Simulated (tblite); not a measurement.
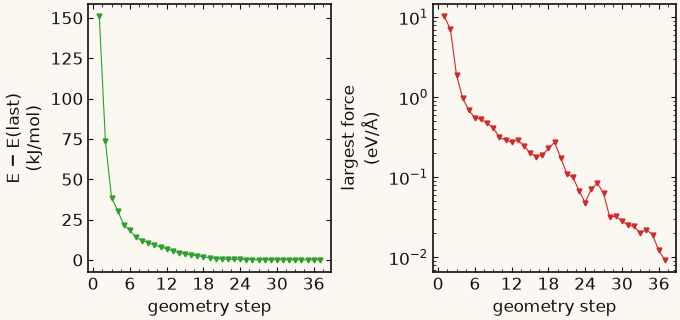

History of a geometry optimisation.

System: C$_{7}$H$_{8}$NP (SMILES N=P12C=CC(C=C1)C=C2).
Method: GFN2-xTB geometry optimisation, gas phase (tblite).

Question: How did the optimisation end?

Answer: The optimisation met its thresholds at geometry 37, counting the start as the first. The energy fell by about 150 kJ/mol from the first step to the last. The largest force goes from about 10.5 eV/Å at the start to 9 × 10⁻³ eV/Å at the end.
